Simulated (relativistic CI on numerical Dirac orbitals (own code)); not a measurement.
## Bi⁶³⁺: relativistic CI calculation

System: Bi⁶³⁺.
Method: Dirac-Coulomb-Breit CI, KLI orbitals optimised for each configuration, model QED (radiative potential, 1s self-energy scaled to tabulated hydrogen-like ionisation energies) (relativistic CI on numerical Dirac orbitals, in-house).

Summary:

- outcome: converged
- lowest level: 3s² 3p⁶ 3d² [(3d₃/₂)²] J = 2
- first excited level: 3s² 3p⁶ 3d² [(3d₃/₂)²] J = 0, 231,149 cm⁻¹
- ionisation energy: 6977.168 eV
- levels computed: 1699
- SCF iterations: 106
- hardware: 1 thread of Intel Xeon (Granite Rapids), 16 GiB of memory available, shared host
- wall time: 0.78 s

Remarks:

Limits: only a limited list of configurations is included, so lower levels can be missing; only lines among the lowest 200 of 1699 levels are drawn, so those from 3p⁵ 3d⁵ and 3s² 3p⁶ 3d 4p are incomplete.

Input file:
```
atom Bi  Z=83  charge=63  electrons=20
nucleus A=209  rms_radius_fm=5.5211
hamiltonian dirac-coulomb  breit=on  qed=on  c_scale=1
orbitals kli  potential=per-configuration
slater_scale 1
correlation none
mixing on
configurations
  [Ar] 3d2
  [Ne] 3s2 3p5 3d3
  [Ne] 3s 3p6 3d3
  [Ar] 3d 4s
  [Ar] 3d 4p
  [Ar] 3d 4d
  [Ne] 3s2 3p5 3d2 4s
  [Ar] 3d 4f
  [Ne] 3s2 3p5 3d2 4p
  [Ne] 3s2 3p5 3d2 4d
  [Ne] 3p6 3d4
  [Ne] 3p5 3d5
  [Ne] 3p5 3d4 4s
  [Ne] 3p6 3d3 4s
  [Ne] 3p5 3d3 4s2
end
```

Launched within a batch (the task file carries these settings):
```bash
python <driver script> task.json out
```

The program writes its results to a structured record and prints no log; tables and figures of this report are taken from that record.

The lowest 45 levels:

| Configuration | Level | E (eV) | LS purity (%) | Landé g | Lifetime (s; – stable or not computed) |
| --- | --- | --- | --- | --- | --- |
| 3p⁶ 3d² | [(3d₃/₂)²] J = 2 | 0 | 71 | 0.764 | – |
| 3p⁶ 3d² | [(3d₃/₂)²] J = 0 | 28.66 | 67 | – | 3.4×10⁻² |
| 3p⁶ 3d² | ³F₃ | 125.7 | 100 | 1.067 | 5.3×10⁻⁸ |
| 3p⁶ 3d² | [3d₃/₂ 3d₅/₂] J = 2 | 138.0 | 50 | 1.159 | 1.1×10⁻⁷ |
| 3p⁶ 3d² | [3d₃/₂ 3d₅/₂] J = 4 | 142.0 | 73 | 1.050 | 6.3×10⁻⁵ |
| 3p⁶ 3d² | ³P₁ | 144.2 | 100 | 1.486 | 9.2×10⁻⁸ |
| 3p⁶ 3d² | [(3d₅/₂)²] J = 4 | 260.8 | 73 | 1.169 | 4.1×10⁻⁸ |
| 3p⁶ 3d² | [(3d₅/₂)²] J = 2 | 271.2 | 47 | 1.196 | 3.9×10⁻⁸ |
| 3p⁶ 3d² | [(3d₅/₂)²] J = 0 | 300.2 | 67 | – | 2.9×10⁻⁸ |
| 3p⁵ 3d³ | [(3p₃/₂)³ (3d₃/₂)³] J = 2 | 318.2 | 28 | 1.074 | 7.4×10⁻¹¹ |
| 3p⁵ 3d³ | [(3p₃/₂)³ (3d₃/₂)³] J = 1 | 325.3 | 25 | 1.015 | 4.9×10⁻¹¹ |
| 3p⁵ 3d³ | [(3p₃/₂)³ (3d₃/₂)³] J = 0 | 329.2 | 48 | – | 1.0×10⁻⁸ |
| 3p⁵ 3d³ | [(3p₃/₂)³ (3d₃/₂)³] J = 3 | 330.3 | 25 | 1.047 | 1.8×10⁻¹⁰ |
| 3p⁵ 3d³ | [(3p₃/₂)³ (3d₃/₂)² 3d₅/₂] J = 3 | 432.8 | 38 | 1.257 | 1.0×10⁻¹⁰ |
| 3p⁵ 3d³ | [(3p₃/₂)³ (3d₃/₂)² 3d₅/₂] J = 4 | 439.5 | 34 | 1.180 | 1.8×10⁻¹⁰ |
| 3p⁵ 3d³ | [(3p₃/₂)³ (3d₃/₂)² 3d₅/₂] J = 2 | 441.4 | 26 | 1.461 | 7.6×10⁻¹¹ |
| 3p⁵ 3d³ | [(3p₃/₂)³ (3d₃/₂)² 3d₅/₂] J = 2 | 445.3 | 42 | 1.141 | 3.6×10⁻¹¹ |
| 3p⁵ 3d³ | [(3p₃/₂)³ (3d₃/₂)² 3d₅/₂] J = 1 | 447.1 | 40 | 0.972 | 4.4×10⁻¹¹ |
| 3p⁵ 3d³ | [(3p₃/₂)³ (3d₃/₂)² 3d₅/₂] J = 5 | 449.0 | 33 | 1.133 | 7.3×10⁻¹¹ |
| 3p⁵ 3d³ | [(3p₃/₂)³ (3d₃/₂)² 3d₅/₂] J = 6 | 449.0 | 42 | 1.098 | 2.9×10⁻² |
| 3p⁵ 3d³ | [(3p₃/₂)³ (3d₃/₂)² 3d₅/₂] J = 3 | 450.3 | 43 | 1.034 | 8.4×10⁻¹¹ |
| 3p⁵ 3d³ | [(3p₃/₂)³ (3d₃/₂)² 3d₅/₂] J = 0 | 450.4 | 39 | – | 9.3×10⁻¹¹ |
| 3p⁵ 3d³ | [(3p₃/₂)³ (3d₃/₂)² 3d₅/₂] J = 4 | 451.2 | 29 | 1.061 | 7.2×10⁻¹¹ |
| 3p⁵ 3d³ | [(3p₃/₂)³ (3d₃/₂)² 3d₅/₂] J = 4 | 458.5 | 36 | 1.080 | 2.4×10⁻¹⁰ |
| 3p⁵ 3d³ | [(3p₃/₂)³ (3d₃/₂)² 3d₅/₂] J = 2 | 460.8 | 33 | 1.200 | 1.0×10⁻¹⁰ |
| 3p⁵ 3d³ | [(3p₃/₂)³ (3d₃/₂)² 3d₅/₂] J = 1 | 461.8 | 33 | 1.631 | 3.2×10⁻¹¹ |
| 3p⁵ 3d³ | [(3p₃/₂)³ (3d₃/₂)² 3d₅/₂] J = 3 | 462.1 | 26 | 1.129 | 5.7×10⁻¹¹ |
| 3p⁵ 3d³ | [(3p₃/₂)³ (3d₃/₂)² 3d₅/₂] J = 5 | 467.8 | 32 | 1.062 | 2.2×10⁻¹⁰ |
| 3p⁵ 3d³ | [(3p₃/₂)³ (3d₃/₂)² 3d₅/₂] J = 4 | 482.9 | 42 | 1.211 | 2.6×10⁻¹⁰ |
| 3p⁵ 3d³ | [(3p₃/₂)³ (3d₃/₂)² 3d₅/₂] J = 2 | 487.7 | 29 | 1.187 | 5.4×10⁻¹² |
| 3p⁵ 3d³ | [(3p₃/₂)³ (3d₃/₂)² 3d₅/₂] J = 1 | 497.5 | 43 | 0.755 | 5.9×10⁻¹³ |
| 3p⁵ 3d³ | [(3p₃/₂)³ (3d₃/₂)² 3d₅/₂] J = 3 | 497.8 | 34 | 1.036 | 9.3×10⁻¹³ |
| 3p⁵ 3d³ | [(3p₃/₂)³ (3d₃/₂)² 3d₅/₂] J = 2 | 500.9 | 48 | 0.847 | 5.5×10⁻¹³ |
| 3p⁵ 3d³ | [(3p₃/₂)³ (3d₃/₂)² 3d₅/₂] J = 3 | 502.0 | 35 | 1.048 | 9.5×10⁻¹³ |
| 3p⁵ 3d³ | [(3p₃/₂)³ (3d₃/₂)² 3d₅/₂] J = 1 | 532.6 | 40 | 0.948 | 4.3×10⁻¹³ |
| 3p⁵ 3d³ | [(3p₃/₂)³ 3d₃/₂ (3d₅/₂)²] J = 4 | 561.4 | 32 | 1.235 | 3.2×10⁻¹⁰ |
| 3p⁵ 3d³ | [(3p₃/₂)³ 3d₃/₂ (3d₅/₂)²] J = 5 | 566.4 | 46 | 1.206 | 5.4×10⁻¹¹ |
| 3p⁵ 3d³ | [(3p₃/₂)³ 3d₃/₂ (3d₅/₂)²] J = 2 | 569.4 | 31 | 1.176 | 1.4×10⁻¹⁰ |
| 3p⁵ 3d³ | [(3p₃/₂)³ 3d₃/₂ (3d₅/₂)²] J = 6 | 570.7 | 49 | 1.173 | 5.6×10⁻⁸ |
| 3p⁵ 3d³ | ³I°₇ | 578.7 | 100 | 1.127 | 1.5×10⁻⁷ |
| 3p⁵ 3d³ | [(3p₃/₂)³ 3d₃/₂ (3d₅/₂)²] J = 3 | 579.6 | 24 | 1.147 | 1.0×10⁻¹¹ |
| 3p⁵ 3d³ | [(3p₃/₂)³ 3d₃/₂ (3d₅/₂)²] J = 5 | 579.8 | 35 | 1.151 | 7.6×10⁻¹¹ |
| 3p⁵ 3d³ | [(3p₃/₂)³ 3d₃/₂ (3d₅/₂)²] J = 1 | 581.0 | 61 | 1.474 | 3.5×10⁻¹¹ |
| 3p⁵ 3d³ | [(3p₃/₂)³ 3d₃/₂ (3d₅/₂)²] J = 4 | 581.1 | 31 | 1.195 | 3.0×10⁻¹¹ |
| 3p⁵ 3d³ | [(3p₃/₂)³ 3d₃/₂ (3d₅/₂)²] J = 2 | 581.3 | 32 | 1.363 | 7.9×10⁻¹² |

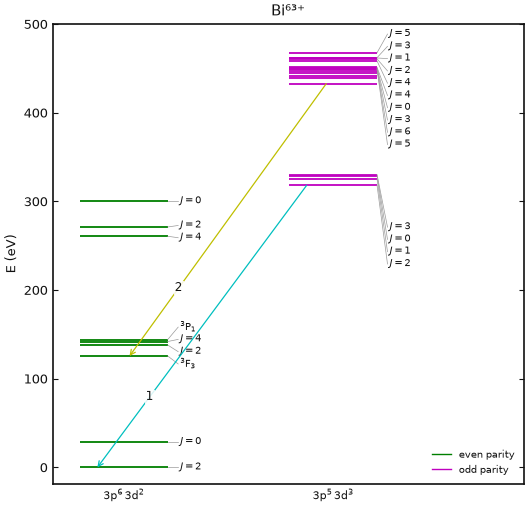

*Levels of Bi LXIV (Bi⁶³⁺) with 2 numbered transitions. Rates are at computed energies, in the length gauge.*

```tsv
No.	Upper	Lower	Type	λ (vacuum)	A (s⁻¹)
1	3p⁵ 3d³ [(3p₃/₂)³ (3d₃/₂)³] J = 2	3p⁶ 3d² [(3d₃/₂)²] J = 2	E1	3.896 nm	1.4×10¹⁰
2	3p⁵ 3d³ [(3p₃/₂)³ (3d₃/₂)² 3d₅/₂] J = 3	3p⁶ 3d² ³F₃	E1	4.037 nm	7.1×10⁹
```

Line 1 has the largest rate; it falls in the soft X-ray region.

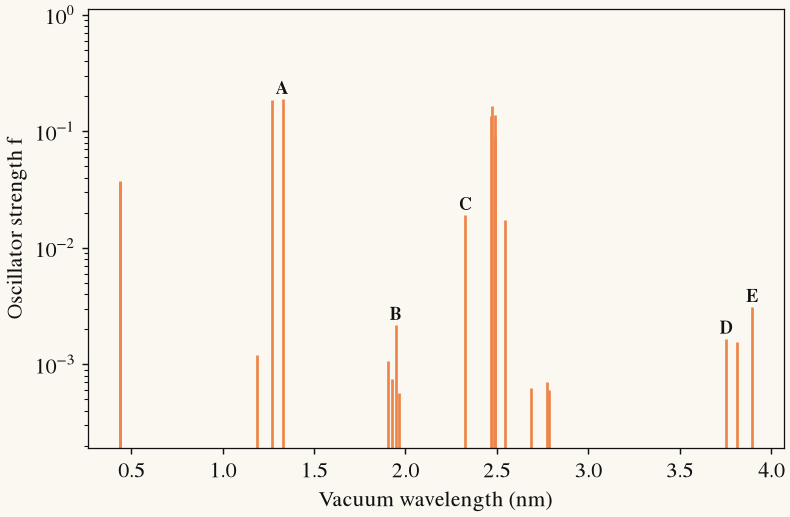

*Absorption lines from the lowest level (oscillator strengths f) for Bi⁶³⁺.*

A: 3s² 3p⁵ 3d³ [3p₁/₂ (3d₃/₂)³] J = 2 ← 3s² 3p⁶ 3d² [(3d₃/₂)²] J = 2, 1.327 nm, f = 0.19; B: 3s² 3p⁵ 3d³ [(3p₃/₂)³ 3d₃/₂ (3d₅/₂)²] J = 3 ← 3s² 3p⁶ 3d² [(3d₃/₂)²] J = 2, 1.946 nm, f = 0.0022; C: 3s² 3p⁵ 3d³ [(3p₃/₂)³ (3d₃/₂)² 3d₅/₂] J = 1 ← 3s² 3p⁶ 3d² [(3d₃/₂)²] J = 2, 2.328 nm, f = 0.019; D: 3s² 3p⁵ 3d³ [(3p₃/₂)³ (3d₃/₂)³] J = 3 ← 3s² 3p⁶ 3d² [(3d₃/₂)²] J = 2, 3.753 nm, f = 0.0016; E: 3s² 3p⁵ 3d³ [(3p₃/₂)³ (3d₃/₂)³] J = 2 ← 3s² 3p⁶ 3d² [(3d₃/₂)²] J = 2, 3.896 nm, f = 0.0031. The strongest, A, lies in the soft X-ray region.
